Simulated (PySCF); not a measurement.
C5H14B2Si

Input

```
{"job": {"kind": "nmr", "xc": "PBE0", "basis": "pcSseg-1"}, "charge": 0, "multiplicity": 1}
B     -1.707960    -1.473844    -1.157574
C     -1.823914    -0.658555     0.135810
C     -1.958119     0.837099     0.144082
C     -0.642356     0.274048     0.578068
B     -0.406317     0.038863     2.087389
Si     0.834861     0.476899    -0.599409
C      1.686232    -1.200221    -0.887351
C      2.052653     1.696197     0.208579
H     -1.410228    -0.957985    -2.163512
H     -1.970169    -2.615527    -1.150776
H     -2.304788    -1.142789     0.982701
H     -2.614332     1.268633     0.887573
H     -1.996375     1.338940    -0.812165
H     -1.261186     0.248771     2.861835
H      0.618297    -0.375722     2.474188
H      0.394056     1.061051    -1.881457
H      2.081480    -1.603962     0.040863
H      0.986964    -1.927627    -1.290609
H      2.514110    -1.111665    -1.584622
H      2.937234     1.828398    -0.405917
H      2.377867     1.344936     1.182559
H      1.601580     2.673448     0.348896
```

Run with:

```sh
OMP_NUM_THREADS=1 python probes_run.py task.json out
```

Geometry: GFN2-xTB.

The calculation used PySCF 2.14.0, PBE0/pcSseg-1, SCF density, gas phase, non-relativistic.

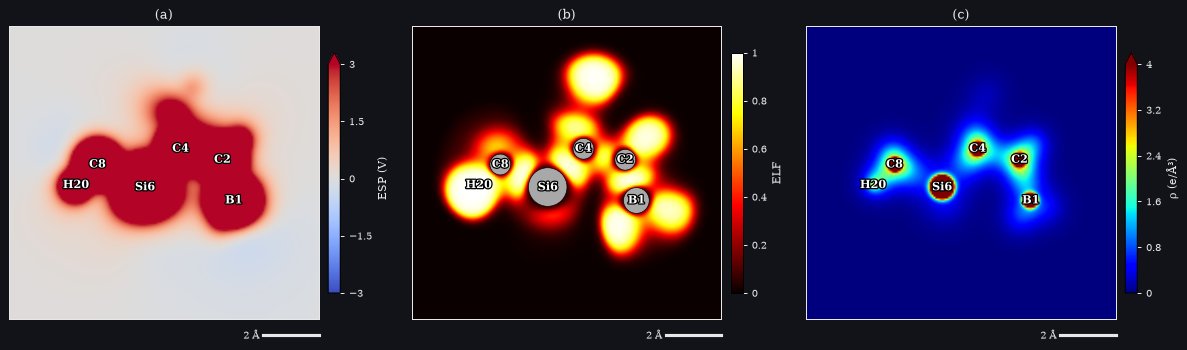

Figure 1. (a) electrostatic potential; (b) ELF; (c) total electron density on the plane of atoms C4, Si6 and C8. Grey discs cover the atomic cores in the ELF map.

Describe what can be read from this map.

Answer. The section cuts through B, C, Si and H sites. C–B (1.53 Å): the density is about 1.5 e/Å³ at the midpoint; the ELF peaks at about 1 between the atoms: localised, covalent bonding. C–Si (1.90 Å): ρ at the midpoint is about 0.91 e/Å³; the ELF peaks at about 0.95 between the atoms (a covalent bond). C–H (1.09 Å): ρ at the midpoint is about 1.9 e/Å³; the ELF climbs to about 1 towards the hydrogen, as it does in any bond to H (an ordinary covalent bond to hydrogen). C–C (1.57 Å): ρ at the midpoint is about 1.3 e/Å³; the ELF peaks at about 0.80 between the atoms; a covalent bond. Outside the dense part of the molecule the potential is most negative (−0.3 V) near H9, which lies off the plane.

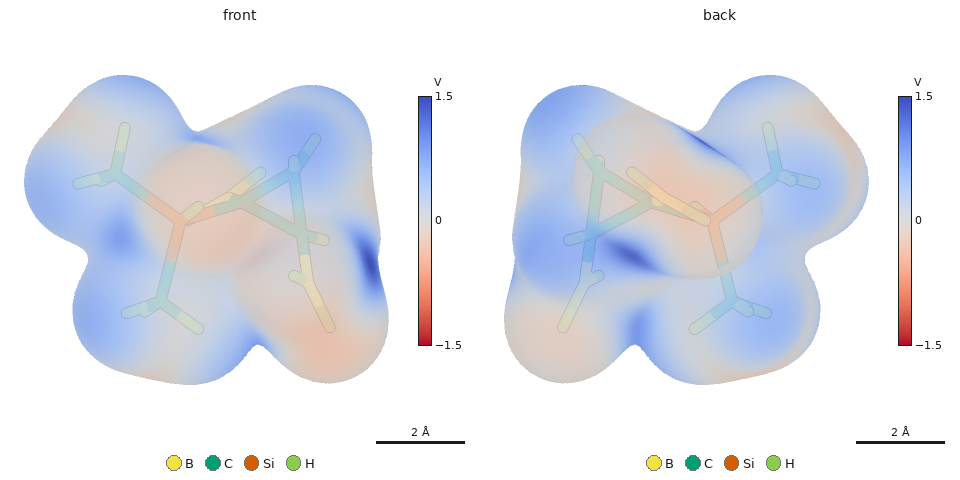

Figure 2. The molecular electrostatic potential painted on the density surface at 0.002 e/bohr³, seen from the front and from behind; the colour scale runs from red (negative) to blue (positive).

Where is the surface potential most negative and most positive?

Answer. The most negative region (about −0.3 V, or −7 kcal/mol for a unit charge) lies over H10, the most positive (about +1.4 V, or +32 kcal/mol for a unit charge) over B1 and B5.

What dipole moment does the calculation give?

Answer. Its dipole moment is 0.48 D.
